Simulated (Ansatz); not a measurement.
CH$_{5}$ISiTe: several calculations on one system

**1. Relaxation**

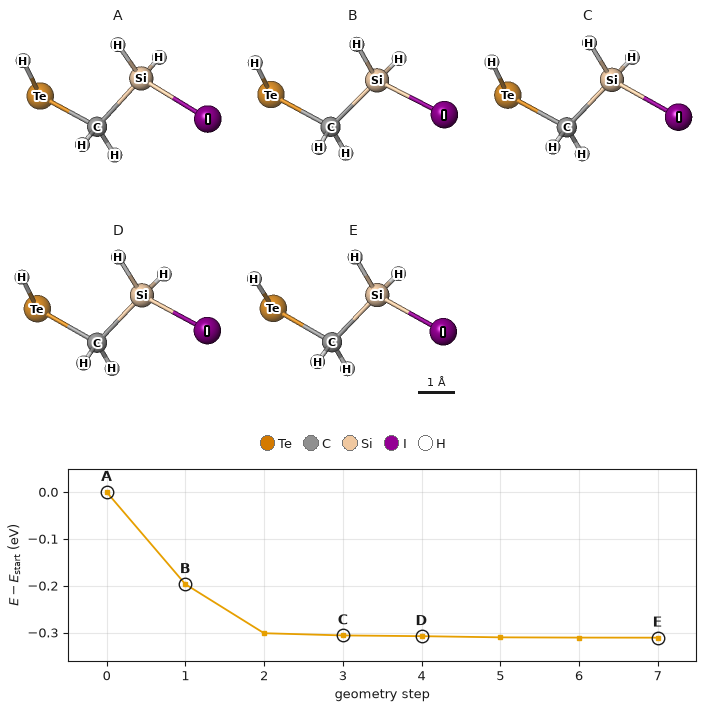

Frames of a relaxation of CH₅ISiTe, marked on the history of the run. A ball-and-stick model, seen at a tilt.

The run prepares an end point of a later path (torsion) calculation, from a guessed geometry.

Method: RKS PBE0-D4/def2-SVP (Ansatz). Settings: no spin polarisation; force threshold 0.015 eV/Å; at most 40 steps.

> Describe the path.

After 7 geometry steps the energy has fallen by 0.311 eV. Largest force component: 2.1 eV/Å at the start, 0.0048 eV/Å at the end. The largest move after the best rigid fit is that of an H atom, 0.14 Å. By element the largest moves are H 0.14 Å, Te 0.09 Å, I 0.07 Å, Si 0.06 Å, C 0.04 Å. Among the contacts that change: C–Te 2.076 → 2.173 Å, H–Te 1.755 → 1.665 Å, H–Si 1.410 → 1.488 Å, I–Si 2.523 → 2.467 Å. Among the angles between lasting bonds that change: Te–C–H 110.1° → 105.5°, Si–C–H 110.8° → 113.9°, C–Si–I 106.6° → 109.6°. From step 0 to 1: an H atom moves most (0.17 Å), energy −0.197 eV. From step 1 to 3: an H atom moves most (0.09 Å), energy −0.109 eV. From step 3 to 4: the I atom moves most (0.09 Å), energy −0.002 eV. From step 4 to 7: an H atom moves most (0.09 Å), energy −0.003 eV.

```json
{"step": "0", "E − E(0), eV": "0.0000", "largest force component, eV/Å": "2.1217"}
{"step": "1", "E − E(0), eV": "-0.1966", "largest force component, eV/Å": "1.6835"}
{"step": "2", "E − E(0), eV": "-0.3012", "largest force component, eV/Å": "0.3862"}
{"step": "3", "E − E(0), eV": "-0.3059", "largest force component, eV/Å": "0.1999"}
{"step": "4", "E − E(0), eV": "-0.3075", "largest force component, eV/Å": "0.0640"}
{"step": "5", "E − E(0), eV": "-0.3100", "largest force component, eV/Å": "0.0511"}
{"step": "6", "E − E(0), eV": "-0.3105", "largest force component, eV/Å": "0.0347"}
{"step": "7", "E − E(0), eV": "-0.3107", "largest force component, eV/Å": "0.0048"}
```

**2. Relaxation**

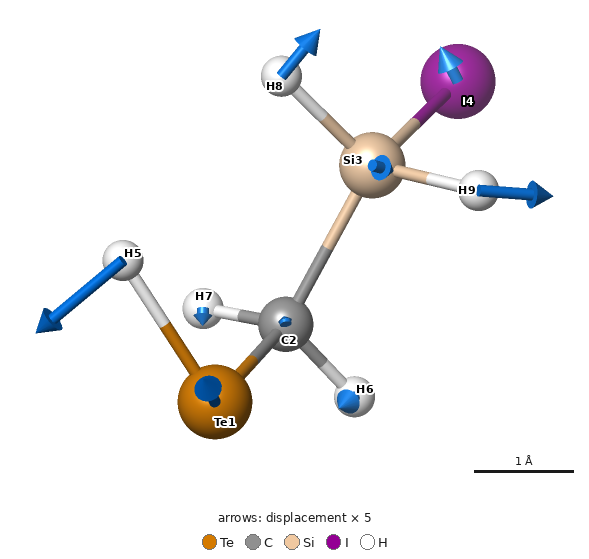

A relaxation of CH5ISiTe. The starting structure is drawn; blue arrows show the displacements, magnified 5 times. The two geometries are superimposed by the best rigid fit.

A ball-and-stick model, seen from a free direction.

The run prepares an end point of a later path (torsion) calculation, from a guessed geometry.

The calculation used RKS PBE0-D4/def2-SVP in Ansatz.

Input file:
```yaml
crystal:
  periodic: [false, false, false]
  atoms:
    - { symbol: Te, position_ang: [-0.7316, 2.194, 0.0927] }
    - { symbol: C, position_ang: [0.49, 0.5686, 0.5121] }
    - { symbol: Si, position_ang: [2.13873, 0.79816, -0.36155] }
    - { symbol: I, position_ang: [3.55922, -1.19709, 0.24386] }
    - { symbol: H, position_ang: [-0.6199, 1.9317, -1.6394] }
    - { symbol: H, position_ang: [0.63218, 0.51237, 1.61662] }
    - { symbol: H, position_ang: [-0.00434, -0.37863, 0.1806] }
    - { symbol: H, position_ang: [1.91364, 0.84466, -1.75255] }
    - { symbol: H, position_ang: [2.74869, 1.97449, 0.12315] }
basis:
  gaussian: { orbitals: def2-SVP }
hamiltonian:
  xc: pbe0
  dispersion: d4
relax:
  f_tol: 0.015
  max_steps: 40
output:
  orbitals: {}
```

Command:
```bash
ansatz run input.yaml --threads 2 --pin off --max-ram 3072MiB --backend cpu --events-out ev --progress --plain --runs-dir out
```

Question: Describe the change and its energy.

Answer: After 8 accepted moves (9 points after the start) the energy has fallen by 7.07 kcal/mol. Largest force component: 1.8 eV/Å at the start, 0.01 eV/Å at the end. The line search rejected the trial step at point 6 of the run. The forces were under the threshold at step 7, but the run went on from there. H5 moves most after the best rigid fit: 0.25 Å. Largest moves by element: H 0.25 Å, Te 0.12 Å, I 0.08 Å, Si 0.07 Å, C 0.02 Å. Some distances before and after: Te1–C2 2.076 → 2.172 Å, Te1–H5 1.755 → 1.665 Å, Si3–H8 1.410 → 1.489 Å, Si3–I4 2.523 → 2.467 Å. Bond angles that change, for instance: I4–Si3–H8 110.7° → 107.3°, Si3–C2–H7 110.7° → 113.9°, C2–Si3–I4 106.6° → 109.6°. The run took 55 s on 2 threads of Arm Neoverse V1, on a shared host, peak memory 0.3 GiB.

**3. Path**

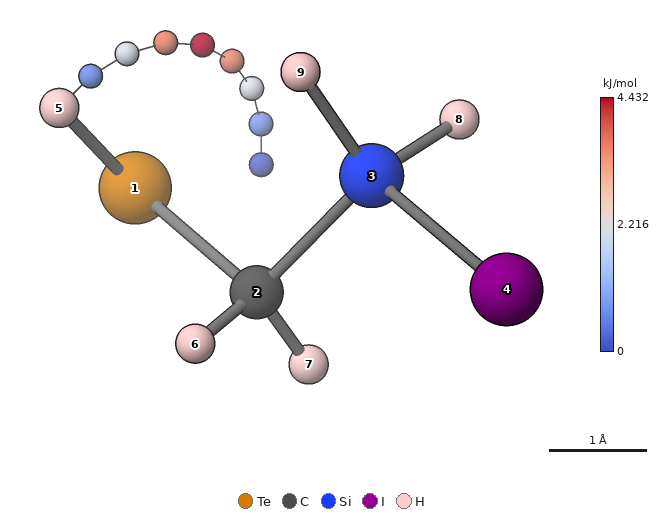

A nudged-elastic-band calculation for CH5ISiTe. Images are numbered from 0 (start) to 8 (end). The start is drawn whole; smaller spheres mark the moving atoms (H) in the later images, joined by lines and coloured by the energy of the image relative to the start. Style: ball-and-stick. Shown at a tilt.

The calculation used RKS PBE0-D4/def2-SVP in Ansatz 0.2.0. Run with 7 movable images; climbing image; force threshold 0.03 eV/Å; iteration limit 46; starting path through a guess of the saddle point.

Describe the path and its energy.

The motion is a rotation about the Te1–C2 bond by about 135°. No bond forms or breaks between the ends. Bond angles that change up to the highest image, for instance: Si3–C2–H6 113.9° → 110.5°, Te1–C2–Si3 108.6° → 111.0°. The two ends have the same energy, and the highest point, image 4, lies 4.43 kJ/mol above the start. The band converged in 8 iterations. The largest component of the band force went from 8.3 to 0.018 eV/Å. The climbing image converged on the top of the path. Its vibrational analysis gives one imaginary mode (133i cm⁻¹), as a transition state must have.

The run took 4.9 min on 2 threads of Arm Neoverse V1, with other jobs on the host, peak memory 0.3 GiB.
